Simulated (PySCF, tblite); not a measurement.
# C7H10+ (doublet): geometry, infrared bands and EPR parameters

Aim: predict the infrared bands and EPR parameters of C7H10+ (doublet) (`C[C+]1[CH][C@@H]2C[C@@H]2C1`).

Computed with tblite 0.8.0 and PySCF 2.14.0, with density-fitted response routines of our own, on a single molecule in the gas phase. Atoms are numbered from 0 throughout.

## (1) Starting geometry

17 atoms, charge 1, multiplicity 2; geometry from: force field or distance geometry start.

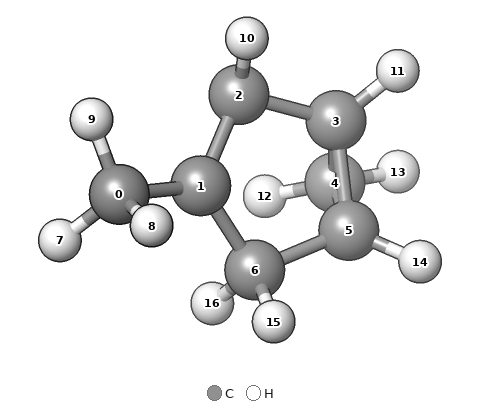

The starting geometry (carbon grey, hydrogen white), atoms numbered.

## (2) Optimising the geometry with GFN2-xTB

Job settings and geometry (Å):

```
{"job": {"kind": "relax", "xc": "GFN2-xTB", "basis": "xTB"}, "charge": 1, "multiplicity": 2}
C      2.397600    -0.005400     0.603700
C      0.926700     0.059100     0.294400
C     -0.010300     1.135300     0.679800
C     -1.235900     0.949400    -0.174600
C     -2.155100    -0.244700     0.148300
C     -1.094500    -0.352500    -0.934900
C      0.176400    -0.987800    -0.439100
H      2.620600    -0.916900     1.187900
H      2.924500     0.012500    -0.362600
H      2.602400     0.878100     1.229400
H      0.461200     2.116700     0.504400
H     -1.681800     1.835000    -0.641100
H     -1.972100    -0.817200     1.066200
H     -3.205700    -0.102300    -0.125800
H     -1.410900    -0.414600    -1.980100
H      0.748800    -1.310500    -1.313400
H     -0.099000    -1.822200     0.247700
```

The run is started by

```sh
$ OMP_NUM_THREADS=1 python probes_run.py task.json out
```

One launch serves the whole session: the jobs run in the order shown.

Log:

```text
step      E/eV     max force
  0    -531.61269    4.840
  1    -532.11957    3.104
  2    -532.52044    1.309
  3    -532.63103    0.890
  4    -532.71642    0.782
  5    -532.75443    0.732
  6    -532.79608    0.378
  7    -532.80722    0.251
  8    -532.81648    0.232
  9    -532.82675    0.284
 10    -532.83712    0.314
 11    -532.84399    0.185
 12    -532.84831    0.174
 13    -532.85251    0.201
 14    -532.85743    0.225
 15    -532.86156    0.191
 16    -532.86429    0.119
 17    -532.86645    0.110
 18    -532.86901    0.165
 19    -532.87192    0.186
 20    -532.87448    0.129
 21    -532.87625    0.095
 22    -532.87753    0.085
 23    -532.87876    0.119
 24    -532.88011    0.127
 25    -532.88157    0.106
 26    -532.88312    0.112
 27    -532.88495    0.145
 28    -532.88717    0.129
 29    -532.88962    0.130
 30    -532.89185    0.105
 31    -532.89357    0.108
 32    -532.89497    0.101
 33    -532.89623    0.080
 34    -532.89731    0.090
 35    -532.89822    0.078
 36    -532.89904    0.076
 37    -532.89986    0.071
 38    -532.90074    0.082
 39    -532.90166    0.076
 40    -532.90250    0.065
 41    -532.90322    0.053
 42    -532.90388    0.065
 43    -532.90457    0.064
 44    -532.90529    0.060
 45    -532.90586    0.051
 46    -532.90624    0.037
 47    -532.90650    0.038
 48    -532.90670    0.032
 49    -532.90684    0.021
 50    -532.90693    0.020
 51    -532.90699    0.018
 52    -532.90704    0.014
 53    -532.90708    0.014
 54    -532.90711    0.012
 55    -532.90714    0.013
 56    -532.90717    0.012
 57    -532.90719    0.012
 58    -532.90722    0.012
 59    -532.90724    0.013
 60    -532.90725    0.014
 61    -532.90727    0.013
 62    -532.90729    0.013
 63    -532.90731    0.015
 64    -532.90733    0.011
 65    -532.90734    0.009
```

Wall time 0.28 s (1 thread of Arm Neoverse V2, shared host).

Relaxation path: (not every step is listed)

```
step  energy from step 0 (eV)  largest force (eV/Å)
   0                   0.0000                4.8396
   1                  -0.5069                3.1037
   2                  -0.9077                1.3093
   3                  -1.0183                0.8902
   4                  -1.1037                0.7821
   5                  -1.1417                0.7322
   6                  -1.1834                0.3784
   7                  -1.1945                0.2506
   8                  -1.2038                0.2319
  13                  -1.2398                0.2015
  18                  -1.2563                0.1650
  23                  -1.2661                0.1185
  28                  -1.2745                0.1287
  33                  -1.2835                0.0798
  38                  -1.2880                0.0821
  43                  -1.2919                0.0639
  48                  -1.2940                0.0319
  53                  -1.2944                0.0136
  58                  -1.2945                0.0124
  60                  -1.2946                0.0136
  61                  -1.2946                0.0132
  62                  -1.2946                0.0128
  63                  -1.2946                0.0147
  64                  -1.2946                0.0112
  65                  -1.2946                0.0089
```

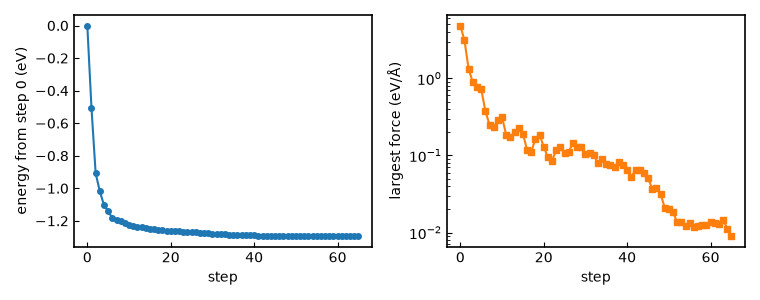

Energy and force, step by step.

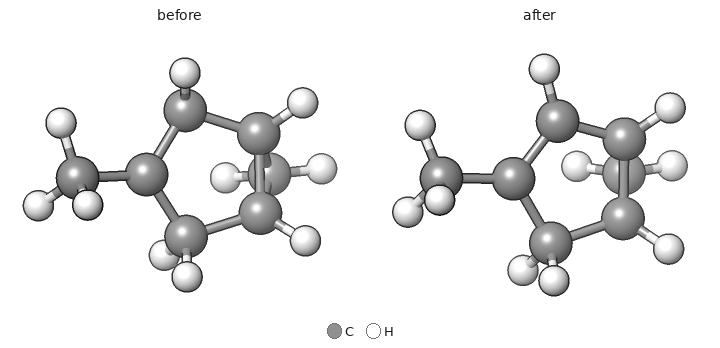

The geometry before (left) and after (right).

Distances of close pairs at the start and the end, largest changes first:

| bond | before (Å) | after (Å) | change (Å) |
| --- | --- | --- | --- |
| C1–C2 | 1.478 | 1.387 | -0.091 |
| C2–C3 | 1.506 | 1.426 | -0.079 |
| C4–C5 | 1.520 | 1.466 | -0.054 |
| C0–C1 | 1.504 | 1.460 | -0.045 |
| C3–C4 | 1.541 | 1.573 | +0.031 |
| C2–H10 | 1.103 | 1.078 | -0.025 |
| C6–H16 | 1.115 | 1.093 | -0.022 |
| C3–C5 | 1.514 | 1.532 | +0.018 |

The end geometry stands in the next job.

## (3) Vibrational analysis with GFN2-xTB

Job settings and geometry (Å):

```
{"job": {"kind": "ir", "xc": "GFN2-xTB", "basis": "xTB"}, "charge": 1, "multiplicity": 2}
C      2.246795    -0.026883     0.714442
C      0.892089     0.088689     0.183362
C      0.083299     1.212408     0.261968
C     -1.191733     0.991093    -0.338199
C     -2.038922    -0.198876     0.244152
C     -1.162908    -0.430457    -0.908517
C      0.204965    -0.992681    -0.573514
H      2.415764    -1.006330     1.163661
H      2.973909     0.045525    -0.102439
H      2.475407     0.766226     1.422642
H      0.389731     2.156758     0.681046
H     -1.774075     1.817285    -0.716296
H     -1.749687    -0.558909     1.220647
H     -3.102928    -0.086760     0.101690
H     -1.587403    -0.607446    -1.886185
H      0.773448    -1.235805    -1.478102
H      0.145251    -1.921806    -0.000268
```

Log:

```text
mode    cm-1     km/mol
  1     -13.5      6.64
  2     132.1      0.55
  3     289.4      0.43
  4     326.0      1.23
  5     375.7      3.33
  6     436.1     18.71
  7     575.0      6.70
  8     661.1      3.56
  9     740.0     28.68
 10     797.6      8.78
 11     824.5      0.32
 12     836.2      9.30
 13     870.0      5.40
 14     899.3     38.17
 15     911.3     24.47
 16     943.8     25.13
 17     952.9     15.45
 18     983.9      1.91
 19     986.6     43.74
 20    1043.8     15.86
 21    1051.1      6.04
 22    1073.3      3.65
 23    1093.2      2.02
 24    1162.9      7.43
 25    1202.4      5.18
 26    1214.6      7.27
 27    1302.2     92.30
 28    1319.0     15.50
 29    1338.1    204.61
 30    1351.8      7.29
 31    1380.9     13.38
 32    1390.5     73.69
 33    1422.0     10.15
 34    1436.2      5.49
 35    1507.1    101.38
 36    2929.1     10.64
 37    2934.2     22.86
 38    2972.0      7.08
 39    3008.8     20.24
 40    3051.5      4.16
 41    3074.4     11.07
 42    3086.0      6.65
 43    3091.7      4.12
 44    3114.4      4.36
 45    3118.3      6.09
```

Run time: 0.38 s. Hardware: 1 thread of Arm Neoverse V2, shared host.

The strongest bands and the atoms that carry them (share of the mass-weighted mode):

```
cm⁻¹  km/mol                               atoms
 740    28.7          C5 38 %, C4 18 %, H13 11 %
 899    38.2         C6 19 %, H13 15 %, H12 12 %
 944    25.1           H8 16 %, C6 13 %, C1 11 %
 987    43.7                  H14 35 %, H11 13 %
1302    92.3                    C1 30 %, C6 20 %
1338   204.6  H7 39 %, H8 33 %, C0 11 %, H9 10 %
1390    73.7         H16 28 %, H15 25 %, H8 12 %
1507   101.4                    C1 51 %, C2 32 %
```

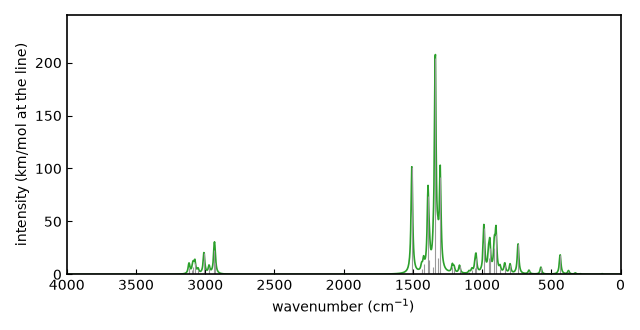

The infrared spectrum from these modes, unscaled. Lines are broadened to a width of 14 cm⁻¹ (Lorentzian).

## (4) EPR parameters: B3LYP/pcH-1

Settings changed since step 3:

```diff
@@ -1,2 +1,2 @@
-{"job": {"kind": "ir", "xc": "GFN2-xTB", "basis": "xTB"}, "charge": 1, "multiplicity": 2}
+{"job": {"kind": "epr", "basis": "pcH-1"}, "charge": 1, "multiplicity": 2}
 C      2.246795    -0.026883     0.714442
```

With the program's defaults for keys left out, this is: UKS B3LYP, pcH-1 on C H, non-relativistic, mean-field spin-orbit, GIAO.

Log:

```text
UKS, coarse grid
  cycle   1  E = -272.42563033  |g| = 2.32e-01
  cycle   2  E = -272.42188933  |g| = 2.44e-01
  cycle   3  E = -272.44901086  |g| = 5.80e-02
  cycle   4  E = -272.45020269  |g| = 3.24e-02
  cycle   5  E = -272.45076079  |g| = 4.90e-03
  cycle   6  E = -272.45077347  |g| = 2.07e-03
  cycle   7  E = -272.45077590  |g| = 6.19e-04
UKS, final grid
  cycle   1  E = -272.45073612  |g| = 7.86e-04
  cycle   2  E = -272.45073577  |g| = 1.17e-03
  cycle   3  E = -272.45073648  |g| = 1.22e-04
  cycle   4  E = -272.45073649  |g| = 7.03e-05
  cycle   5  E = -272.45073649  |g| = 3.25e-05
  cycle   6  E = -272.45073650  |g| = 9.37e-06
E = -272.45073650 Eh   <S^2> = 0.7527 (exact 0.7500)
g shifts (ppm)      1          2          3
  rmc          -148       -148       -148
  gc              5         12         16
  oz_so         142        564       2067
  total          -1        428       1935
hyperfine (MHz)  atom isotope    a_iso     a_fc   dipolar eigenvalues
    0   13C     -14.47     -14.47     -3.13     -0.84      3.97
    1   13C      28.93      28.93    -33.57    -31.49     65.06
    2   13C       4.79       4.79    -22.96    -21.05     44.01
    3   13C      -7.20      -7.20    -15.66    -13.83     29.49
    4   13C      21.44      21.44    -17.57    -16.88     34.45
    5   13C      -0.18      -0.18     -8.08     -5.71     13.80
    6   13C     -13.77     -13.77     -2.54     -0.65      3.19
    7    1H      45.37      45.37     -3.48     -1.78      5.26
    8    1H      98.98      98.98     -3.91     -2.46      6.36
    9    1H      10.76      10.76     -3.36     -1.61      4.96
   10    1H     -16.74     -16.74    -11.57     -3.63     15.20
   11    1H      13.53      13.53     -7.79     -3.65     11.44
   12    1H      -6.36      -6.36     -7.40     -1.15      8.54
   13    1H       7.55       7.55     -8.52     -2.25     10.76
   14    1H      40.10      40.10     -4.22     -2.09      6.31
   15    1H      96.30      96.30     -3.64     -2.40      6.04
   16    1H      30.49      30.49     -3.69     -1.53      5.23
```

Run time: 64 s. Hardware: 1 thread of Arm Neoverse V2, shared host; peak memory 1 GiB.

Principal g values 2.00232, 2.00275, 2.00425; g(iso) = 2.00311, against 2.00232 for a free electron.

Mean a(iso) over the nuclei that a row names, and the largest dipolar term of the row (other rows stand at the frozen geometry):

```csv
nuclei,isotope,a(iso) (MHz),"a(iso) (G, at g = 2.0023)",largest dipolar term (MHz)
H15,1H,96.3,34.4,6.0
"H7, H8, H9",1H,51.7,18.4,6.4
H14,1H,40.1,14.3,6.3
H16,1H,30.5,10.9,5.2
C1,13C,28.9,10.3,65.1
C4,13C,21.4,7.7,34.4
H10,1H,-16.7,-6.0,15.2
C0,13C,-14.5,-5.2,4.0
C6,13C,-13.8,-4.9,3.2
H11,1H,13.5,4.8,11.4
H13,1H,7.5,2.7,10.8
C3,13C,-7.2,-2.6,29.5
H12,1H,-6.4,-2.3,8.5
C2,13C,4.8,1.7,44.0
```

Mulliken spin populations:

C0 -0.02; C1 0.39; C2 0.25; C3 0.10; C4 0.17; C5 0.04; C6 -0.03; H7 0.02; H8 0.04; H9 0.00; H10 -0.01; H11 0.00; H12 0.00; H13 0.00; H14 0.01; H15 0.04; H16 0.01

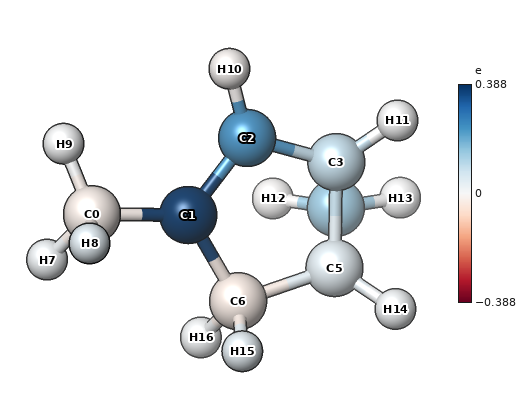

Mulliken spin populations, as colours on the atoms.

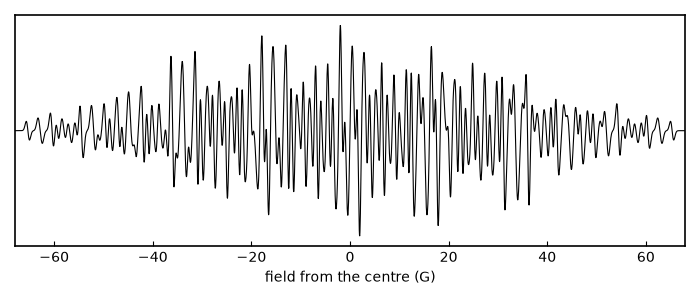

First-order isotropic spectrum (first derivative, main isotopes with spin only, couplings over 0.8 MHz, Gaussian width 0.3 G; couplings of the frozen geometry, rotation of groups not averaged beyond the rows shown).

The fields below are evaluated on a grid from the run's orbitals.

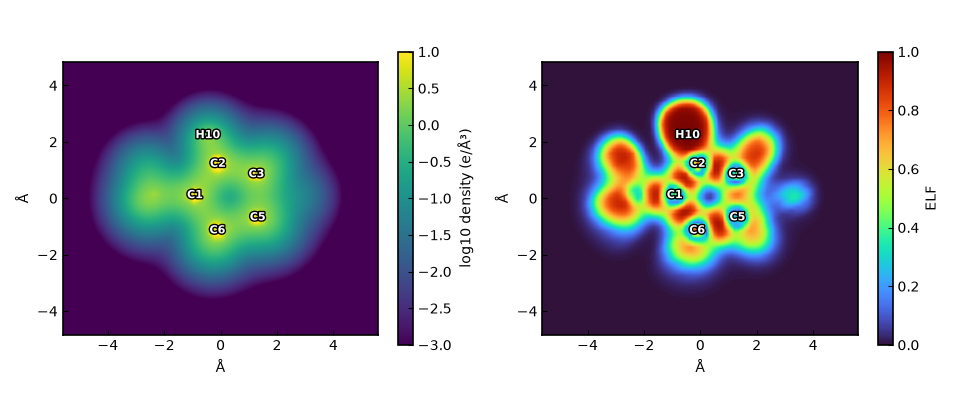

Density (left) and ELF (right) in a plane through or near 6 of the atoms.

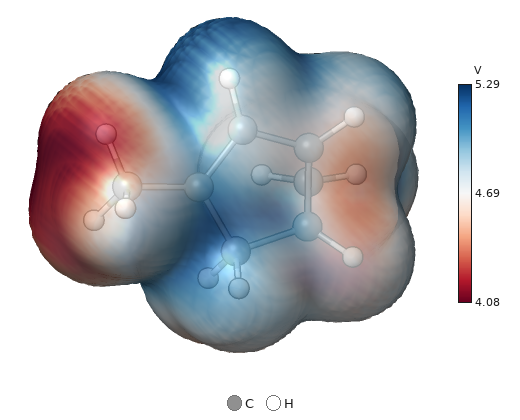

The potential that a unit positive charge feels on the 0.002 e/bohr³ surface, from 4.08 to 5.29 V.

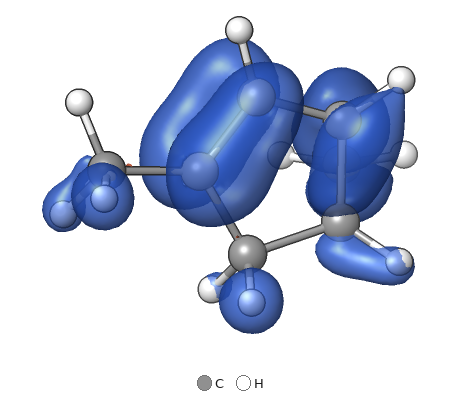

Spin density at ±0.02 e/Å³ (alpha excess blue, beta excess red).

## (5) What came out

```
                                 quantity                  value
strongest single infrared mode (GFN2-xTB)  1338 cm⁻¹, 205 km/mol
             zero-point energy (GFN2-xTB)          90.4 kcal/mol
                           g(iso) (B3LYP)                2.00311
                                     ⟨S²⟩     0.753 (exact 0.75)
       largest a(iso) (averaged by class)    1H on H15, 96.3 MHz
```

In words: The optimisation took 65 steps and gained 1.295 eV; among the close pairs (by a distance rule), C1–C2 changed most, from 1.478 to 1.387 Å. The lowest mode is slightly imaginary (14i cm⁻¹), a soft motion within the noise of the Hessian, so the minimum is not strictly shown. The strongest single mode, at 1338 cm⁻¹, moves mainly H7 and H8. Unscaled tight-binding wavenumbers are off by several per cent, some by more. Its intensities can rank the bands wrongly. The largest share of the spin, 0.39 e, sits on C1. The isotropic g lies 0.8 ppt above the free-electron value.
